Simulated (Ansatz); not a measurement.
**FGaH$_{4}$O: density, localisation and related maps**

Input file:

```
crystal:
  periodic: [false, false, false]
  atoms:
    - { symbol: Ga, position_ang: [0.045283, 0.388788, -0.522794] }
    - { symbol: O, position_ang: [-0.024156, -0.013803, 2.423869] }
    - { symbol: H, position_ang: [-0.937999, -0.11911, 2.724683] }
    - { symbol: H, position_ang: [1.47492, -0.116954, -0.891106] }
    - { symbol: H, position_ang: [-1.385753, -0.123201, -0.886534] }
    - { symbol: F, position_ang: [0.022983, 1.908008, 0.326257] }
    - { symbol: H, position_ang: [0.044322, 0.949273, 2.215925] }
basis:
  gaussian: { orbitals: def2-SVP }
hamiltonian:
  xc: b3lyp
relax:
  f_tol: 0.03
  max_steps: 50
output:
  orbitals: {}
```

Run with:

```sh
ansatz run input.yaml --threads 1 --pin off --max-ram 2048MiB --backend cpu --events-out ev --progress --plain --runs-dir out
```

The fields are those of the run's last geometry, not of the input's.

These are results of RKS B3LYP/def2-SVP in Ansatz, not measurements.

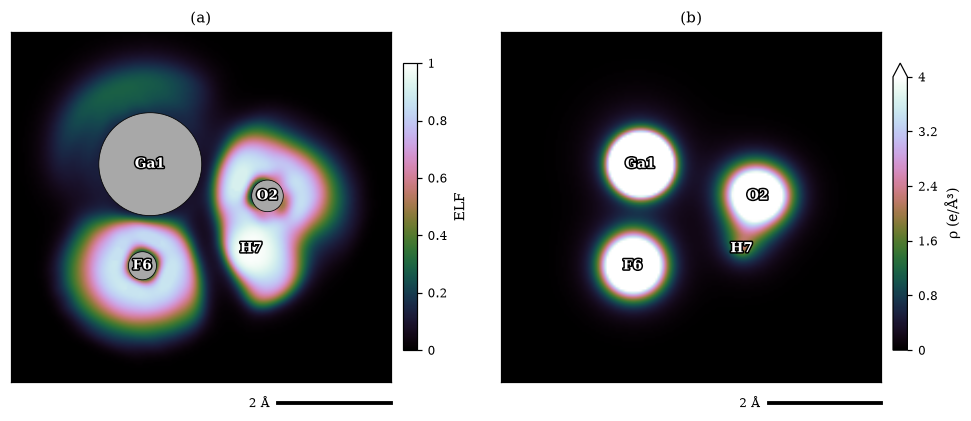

Figure 1. (a) electron localisation function; (b) total electron density on the plane of atoms Ga1, O2 and H7. Grey discs cover the atomic cores in the ELF map.

> Interpret the plot.

Atoms in the plane: Ga, O, F and H. Ga–F (1.81 Å): the density is about 0.72 e/Å³ at the midpoint; the ELF peaks at about 0.85 in the valence shell of F, 0.6 Å from its nucleus, and is about 0.15 at the midpoint. Ga–O (2.16 Å): ρ at the midpoint is about 0.36 e/Å³; the ELF peaks at about 0.90 in the valence shell of O, 0.6 Å from its nucleus, and is about 0.20 at the midpoint. O–H (0.98 Å): ρ at the midpoint is about 3.7 e/Å³; the ELF climbs to about 1 towards the hydrogen, as it does in any bond to H: an ordinary covalent bond to hydrogen. The ELF also peaks beside F6, away from the bonds: lone-pair regions.

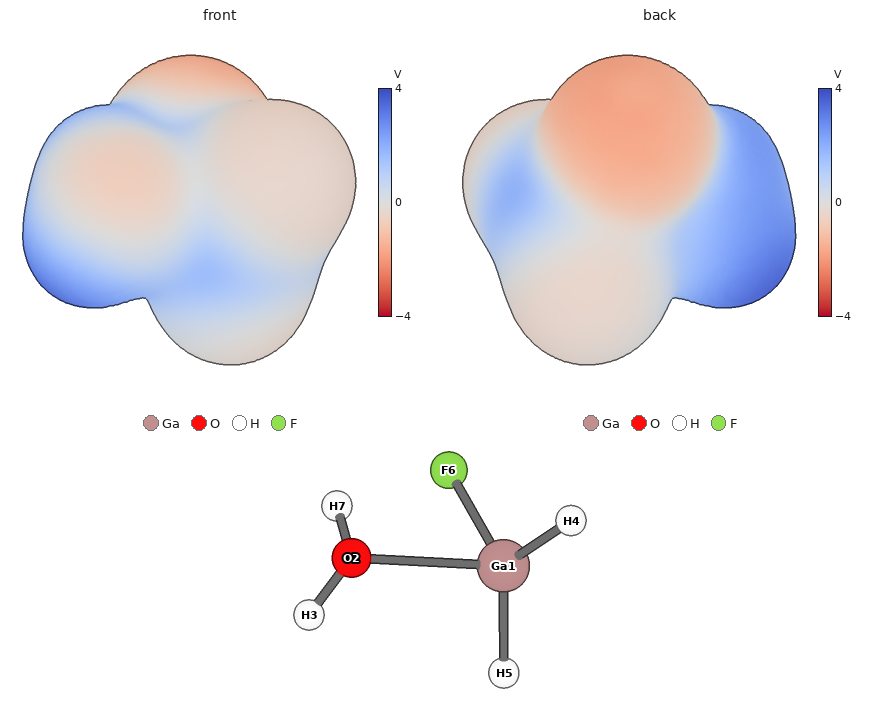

Figure 2. The molecular electrostatic potential painted on the density surface at 0.002 e/bohr³, seen from the front and from behind; red is negative and blue positive. The bare structure is drawn below in the same view.

> Which sites attract a positive test charge, and which a negative one?

A positive charge is drawn to the negative regions and a negative charge to the positive ones. The most negative region (about −1.8 V) lies over F6, the most positive (about +3.3 V) over H3.

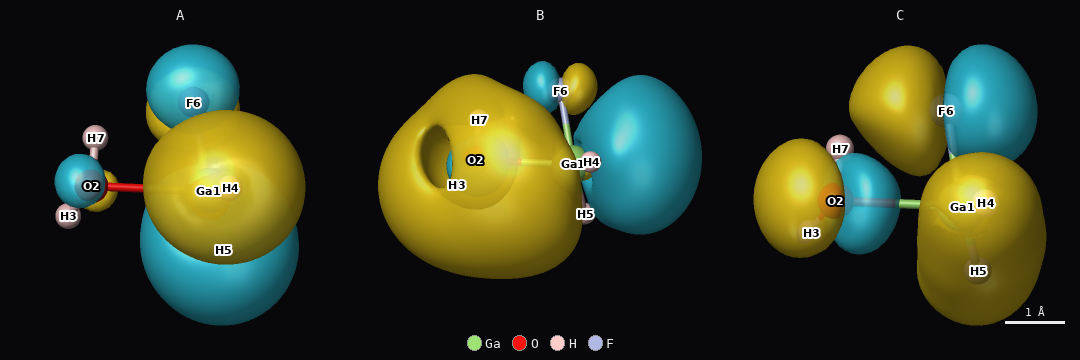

Figure 3. Three frontier orbitals at ±0.06 Å⁻³ᐟ² (yellow and cyan are the two phases), in no order.

> Which picture is the HOMO−1, the HOMO and the LUMO?

C is the HOMO−1 (−9.35 eV). It lies mainly on F6 (about 60 %), O2 (about 15 %) and Ga1 (about 10 %). A is the HOMO (−7.98 eV). By Hirshfeld shares it lies mainly on Ga1 (about 30 %), H5 (about 25 %), H4 (about 25 %) and F6 (about 15 %). B is the LUMO (−0.32 eV). It lies mainly on Ga1 (about 50 %), H3 (about 20 %) and O2 (about 15 %).

> What is the HOMO–LUMO gap?

7.66 eV between the orbital energies.

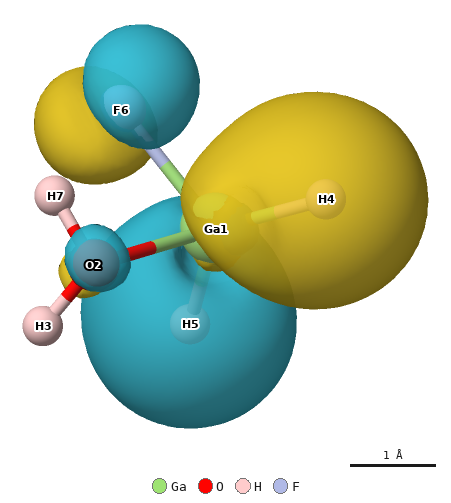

Figure 4. The HOMO at ±0.08 Å⁻³ᐟ² (yellow and cyan are the two phases), seen at a tilt.

> Where does this orbital lie, and at what energy?

By Hirshfeld shares it lies mainly on Ga1 (about 30 %), H5 (about 25 %), H4 (about 25 %) and F6 (about 15 %). Its energy is −7.98 eV.
